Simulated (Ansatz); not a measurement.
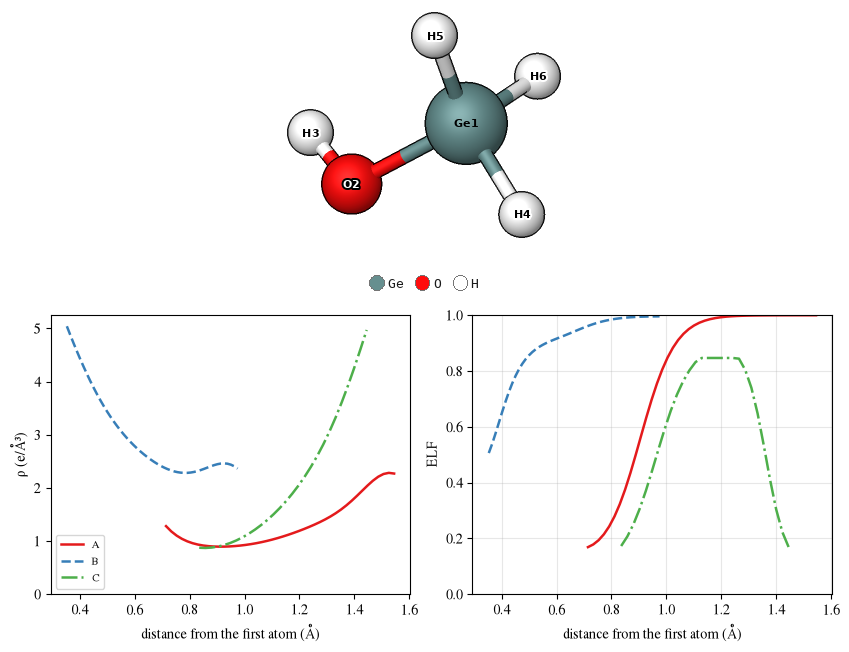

The picture shows: GeH4O. Total electron density and electron localisation function along straight lines between neighbouring atoms. The curves leave out the atomic cores. The structure is drawn too.

All numbers below come from RKS PBE/def2-SVP in Ansatz.

| atom | x (Å) | y (Å) | z (Å) |
| --- | --- | --- | --- |
| Ge | 0.3158 | -0.0197 | 0.0556 |
| O | 0.6760 | -0.1155 | 1.8224 |
| H | -0.1503 | -0.1679 | 2.3368 |
| H | 1.7127 | 0.0545 | -0.5992 |
| H | -0.5225 | 1.2518 | -0.2693 |
| H | -0.4584 | -1.2845 | -0.4198 |

Which curve belongs to which contact (Ge–H, Ge–O and O–H)? The first atom named is at distance zero.

Answer. Curve A: Ge–H (1.54 Å): ρ is about 1 e/Å³ halfway; the ELF climbs to about 1 towards the hydrogen. Curve B: O–H (0.97 Å): the density is about 3.5 e/Å³ at the midpoint; the ELF climbs to about 1 towards the hydrogen (an ordinary covalent bond to hydrogen). Curve C: Ge–O (1.81 Å): ρ at the midpoint is about 0.89 e/Å³; the ELF peaks at about 0.85 in the valence shell of O, 0.7 Å from its nucleus, and is about 0.30 at the midpoint.
